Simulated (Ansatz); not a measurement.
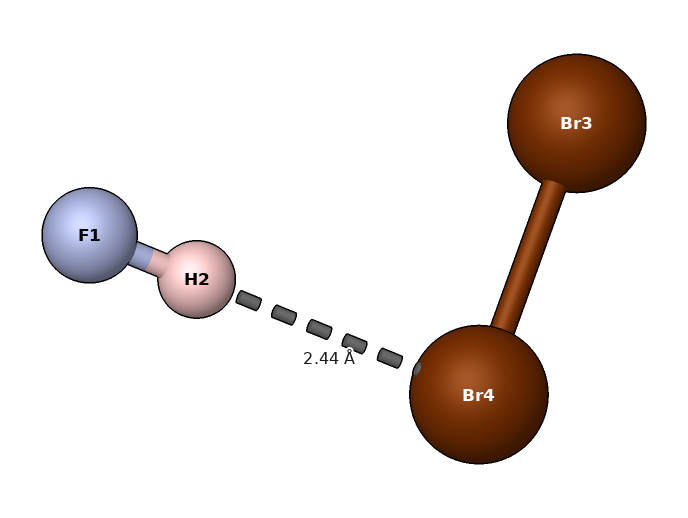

Two molecules or ions; the broken line marks their closest contact (measured against van der Waals radii). The geometry was computed by an optimisation with PBE0-D4/def2-TZVP. Program: Ansatz 0.2.0.

Which two species are they?

HF and Br2 (`BrBr.F`).

Give the counterpoise-corrected interaction energy (kcal/mol, monomers kept as in the pair) with CCSD(T)/CBS (MP2 limit from def2-TZVPPD and def2-QZVPPD plus CCSD(T) − MP2); PBE-D4/STO-3G; revPBE-D4/def2-TZVPPD; ωB97X-V/def2-TZVPPD; PBE0-D4/def2-TZVPPD; ωB97M-V/def2-TZVPPD.

```csv
level,interaction energy (kcal/mol)
CCSD(T)/CBS (MP2 limit from def2-TZVPPD and def2-QZVPPD plus CCSD(T) − MP2),−2.0
PBE-D4/STO-3G,−0.7
revPBE-D4/def2-TZVPPD,−2.3
ωB97X-V/def2-TZVPPD,−2.1
PBE0-D4/def2-TZVPPD,−2.5
ωB97M-V/def2-TZVPPD,−2.1
```
